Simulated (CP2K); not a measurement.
**GFN2-xTB run of SiH4O3 (SMILES O[SiH](O)O)**

What is the energy change on altering one bond length of SiH4O3 at GFN2-xTB? 

The calculation is run with CP2K 2026.2.

3 further runs of the same task are left out: 1 that didn't finish, 2 set aside as unsound or not needed. Runs told in other sessions of the task aren't counted.

**1. The molecule**

SiH4O3: 8 atoms, total charge 0, spin state singlet. As SMILES, `O[SiH](O)O`. The shape is that of a PBE0-D4/def2-TZVP optimisation. This is one conformer, not always the lowest.

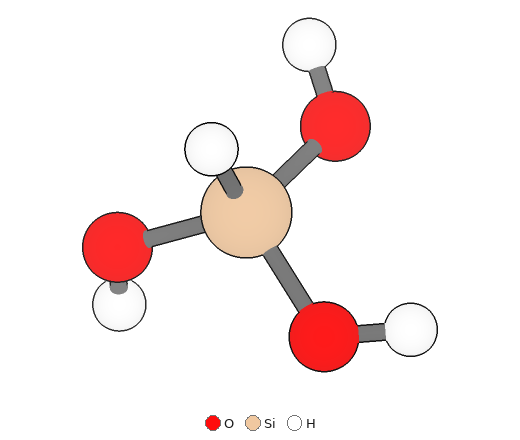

Viewed from a chosen angle; oxygen red, silicon light orange, hydrogen white.

**2. A single-point energy at GFN2-xTB**

Contents of gas.inp:

```
&GLOBAL
 PROJECT gas
 RUN_TYPE ENERGY
 PRINT_LEVEL MEDIUM
&END GLOBAL

&FORCE_EVAL
 METHOD Quickstep
 &DFT
  # Quickstep
  &QS
   METHOD XTB
   EPS_DEFAULT 1.0E-10
   &XTB
    GFN_TYPE TBLITE
    &TBLITE
     METHOD GFN2
    &END TBLITE
    CHECK_ATOMIC_CHARGES F
   &END XTB
  &END QS
  # no periodic images
  &POISSON
   PERIODIC NONE
   POISSON_SOLVER ANALYTIC
  &END POISSON
  &SCF
   SCF_GUESS ATOMIC
   EPS_SCF 1.0E-07
   MAX_SCF 150
   ADDED_MOS 8
   &DIAGONALIZATION
    ALGORITHM STANDARD
   &END DIAGONALIZATION
   &MIXING
    METHOD DIRECT_P_MIXING
    ALPHA 0.4
   &END MIXING
   &SMEAR ON
    METHOD FERMI_DIRAC
    ELECTRONIC_TEMPERATURE [K] 300
   &END SMEAR
  &END SCF
  &PRINT
   &MOMENTS
    PERIODIC F
    REFERENCE COM
    MAX_MOMENT 1
   &END MOMENTS
   &MO ON
    ENERGIES T
    OCCUPATION_NUMBERS T
    NDIGITS 6
    &EACH
     QS_SCF 0
    &END EACH
    ADD_LAST NUMERIC
   &END MO
   &HIRSHFELD OFF
   &END HIRSHFELD
  &END PRINT
 &END DFT
 &SUBSYS
  &CELL
   ABC 19.1 19.4 18.8
   PERIODIC NONE
  &END CELL
  &COORD
   O      0.057900     1.618800    -0.225000
   Si    -0.171600     0.082600     0.269200
   O      1.169300    -0.861100     0.196500
   O     -1.250800    -0.639700    -0.721300
   H      0.176800     1.769800    -1.164500
   H     -0.642800     0.209400     1.662000
   H      1.894900    -0.655000     0.786800
   H     -1.141700    -1.581700    -0.859700
  &END COORD
  &TOPOLOGY
   &CENTER_COORDINATES
   &END CENTER_COORDINATES
  &END TOPOLOGY
 &END SUBSYS
&END FORCE_EVAL
```

On the command line:

```sh
$ OMP_NUM_THREADS=1 cp2k.psmp -i gas.inp -o gas.out
```

Standard output:

```text
CP2K| version string:                                       CP2K version 2026.2
[...]
 GLOBAL| Method name                                                        CP2K
[...]
 GLOBAL| Run type                                                         ENERGY
[...]
                             - Atoms:                                          8
[...]
                             - Spherical basis functions:                     25
[...]
 Number of electrons:                                                         26
[...]
  *** SCF run converged in    18 steps ***
[...]
  Fermi energy:                                                -0.14391441400395
[...]
 TB_DIPOLE| Moment [Debye]          0.94445698      -0.72723241       0.04276804
 TB_DIPOLE| Derivative [a.u.]       0.00000000       0.00000000       0.00000000
[...]
 ENERGY| Total FORCE_EVAL ( QS ) energy [hartree]            -16.113691578962722
[...]
```

It took 0.16 s on 1 thread of Arm Neoverse V2, shared host.

**3. The distorted shape, same level**

Contents of molecule.inp:

```
&GLOBAL
  PROJECT_NAME molecule
  RUN_TYPE ENERGY
  PRINT_LEVEL MEDIUM
&END GLOBAL

&FORCE_EVAL
  METHOD Quickstep
  &DFT
    CHARGE 0
    MULTIPLICITY 1
    &QS
      METHOD XTB
      EPS_DEFAULT 1.0E-10
      &XTB
        GFN_TYPE TBLITE
        &TBLITE
          METHOD GFN2
        &END TBLITE
        CHECK_ATOMIC_CHARGES F
      &END XTB
    &END QS
    &POISSON
      PERIODIC NONE
      POISSON_SOLVER ANALYTIC
    &END POISSON
    &SCF
      SCF_GUESS ATOMIC
      EPS_SCF 1.0E-07
      MAX_SCF 150
      ADDED_MOS 8
      &DIAGONALIZATION
        ALGORITHM STANDARD
      &END DIAGONALIZATION
      &MIXING
        METHOD DIRECT_P_MIXING
        ALPHA 0.4
      &END MIXING
      &SMEAR ON
        METHOD FERMI_DIRAC
        ELECTRONIC_TEMPERATURE [K] 300
      &END SMEAR
    &END SCF
    &PRINT
      &MOMENTS
        PERIODIC F
        REFERENCE COM
        MAX_MOMENT 1
      &END MOMENTS
      &MO ON
        ENERGIES T
        OCCUPATION_NUMBERS T
        NDIGITS 6
        &EACH
          QS_SCF 0
        &END EACH
        ADD_LAST NUMERIC
      &END MO
      &HIRSHFELD OFF
      &END HIRSHFELD
    &END PRINT
  &END DFT
  &SUBSYS
    &CELL
      ABC [angstrom] 19.3 19.4 18.8
      PERIODIC NONE
    &END CELL
    &COORD
      O     -0.050942     1.587884    -0.313547
      Si    -0.280442     0.051684     0.180653
      O      1.060458    -0.892016     0.107953
      O     -1.359642    -0.670616    -0.809847
      H      0.067958     1.738884    -1.253047
      H     -0.751642     0.178484     1.573453
      H      1.894900    -0.655000     0.786800
      H     -1.250542    -1.612616    -0.948247
    &END COORD
    &TOPOLOGY
      &CENTER_COORDINATES
      &END CENTER_COORDINATES
    &END TOPOLOGY
  &END SUBSYS
&END FORCE_EVAL
```

On the command line:

```sh
$ OMP_NUM_THREADS=1 cp2k.psmp -i molecule.inp -o molecule.out
```

Standard output:

```text
CP2K| version string:                                       CP2K version 2026.2
[...]
 GLOBAL| Method name                                                        CP2K
[...]
 GLOBAL| Run type                                                         ENERGY
[...]
                             - Atoms:                                          8
[...]
                             - Spherical basis functions:                     25
[...]
 Number of electrons:                                                         26
[...]
  *** SCF run converged in    18 steps ***
[...]
  Fermi energy:                                                -0.14402943987780
[...]
 TB_DIPOLE| Moment [Debye]          1.16020587      -0.75501092       0.15875626
 TB_DIPOLE| Derivative [a.u.]       0.00000000       0.00000000       0.00000000
[...]
 ENERGY| Total FORCE_EVAL ( QS ) energy [hartree]            -16.100059883552085
[...]
```

Run time: 0.18 s. Hardware: 1 thread of Arm Neoverse V2, shared host.

**4. What came out**

Level: GFN2-xTB.

```
                                                         quantity         value
                                        first shape: total energy  -16.11369 Eh
           first shape: dipole moment (from atomic charges alone)        1.19 D
                                         first shape: HOMO energy     -11.58 eV
                                         first shape: LUMO energy      -3.02 eV
                                       first shape: HOMO–LUMO gap       8.56 eV
                                   first shape: dispersion energy  -9.19 kJ/mol
                                    distorted shape: total energy  -16.10006 Eh
       distorted shape: dipole moment (from atomic charges alone)        1.39 D
                                     distorted shape: HOMO energy     -11.53 eV
                                     distorted shape: LUMO energy      -3.02 eV
                                   distorted shape: HOMO–LUMO gap       8.51 eV
                               distorted shape: dispersion energy  -9.21 kJ/mol
energy change with the O3–H7 bond stretched from 0.958 to 1.102 Å      0.371 eV
```

**Reading.** With the O3–H7 bond stretched from 0.958 to 1.102 Å the energy rises by 0.37 eV (8.6 kcal/mol). The first shape isn't relaxed at this level, so the change isn't measured from a minimum. The dipole (first shape) comes from point charges on the atoms alone, without atomic dipoles, so it is partial. The dipole (distorted shape) comes from point charges on the atoms alone, without atomic dipoles, so it is partial.
